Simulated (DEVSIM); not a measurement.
Structure: abrupt Si n-p junction, at 300 K.

```
layer (left to right)  material  thickness (μm)  Nd (cm⁻³)  Na (cm⁻³)   τn (s)   τp (s)
---------------------  --------  --------------  ---------  ---------  -------  -------
1                            Si           0.830     6.5e15          -  0.00025  0.00025
2                            Si            5.90          -     7.1e15  0.00025  0.00025
```

Left contact: ohmic. Right contact: ohmic. Voltage is applied to the left contact. Recombination: SRH at mid-gap, radiative, Auger. Mobility is constant in doping.

Constants are typed, rounded textbook-type inputs, not results; the design itself was drawn at random and stands for no fabricated device. Values at 300 K.

```
parameter           Si
-------------  -------
gap (eV)         1.124
affinity (eV)     4.05
permittivity      11.7
Nc (cm⁻³)      2.86e19
Nv (cm⁻³)       3.1e19
μn (cm²/Vs)       1417
μp (cm²/Vs)        470
B (cm³/s)      4.7e-15
Cn (cm⁶/s)     2.8e-31
Cp (cm⁶/s)     9.9e-32
```

Simulated with DEVSIM: 1D drift-diffusion, Boltzmann statistics, complete ionisation; no tunnelling, impact ionisation, image-force lowering or self-heating.

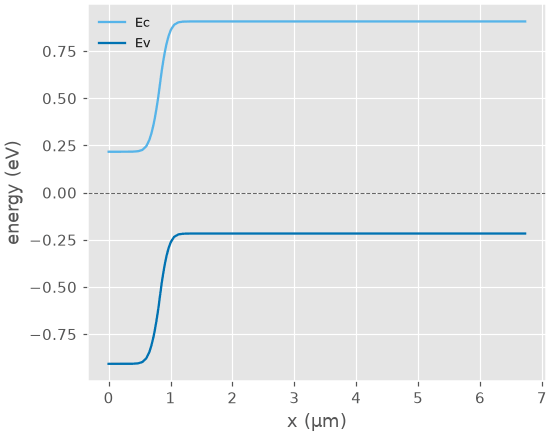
*Band edges at zero bias*

Energies count from the Fermi level of the right contact; mesh points crowd at the junctions.

```tsv
x (μm)	Ec (eV)	Ev (eV)	n (cm⁻³)	p (cm⁻³)	field (V/cm)
0.000	0.217	-0.907	6.5e15	18000	≈ 0
0.02353	0.217	-0.907	6.5e15	18000	≈ 0
0.06873	0.217	-0.907	6.5e15	18000	≈ 0
0.1556	0.217	-0.907	6.5e15	18000	≈ 0
0.3961	0.217	-0.907	6.4e15	18000	110
0.6079	0.246	-0.878	2.1e15	54000	4800
0.7267	0.362	-0.762	2.3e13	5000000	16000
0.8002	0.504	-0.620	9.9e10	1.2e9	23000
0.8267	0.568	-0.556	8.2e9	1.4e10	26000
0.8468	0.618	-0.506	1.2e9	9.9e10	24000
0.8873	0.707	-0.417	3.8e7	3.0e12	20000
1.004	0.862	-0.262	94000	1.2e15	7300
1.201	0.906	-0.218	17000	6.8e15	220
1.593	0.907	-0.217	16000	7.1e15	≈ 0
2.802	0.907	-0.217	16000	7.1e15	≈ 0
4.514	0.907	-0.217	16000	7.1e15	≈ 0
5.582	0.907	-0.217	16000	7.1e15	≈ 0
6.165	0.907	-0.217	16000	7.1e15	≈ 0
6.522	0.907	-0.217	16000	7.1e15	≈ 0
6.638	0.907	-0.217	16000	7.1e15	≈ 0
6.696	0.907	-0.217	16000	7.1e15	≈ 0
6.730	0.907	-0.217	16000	7.1e15	≈ 0
```
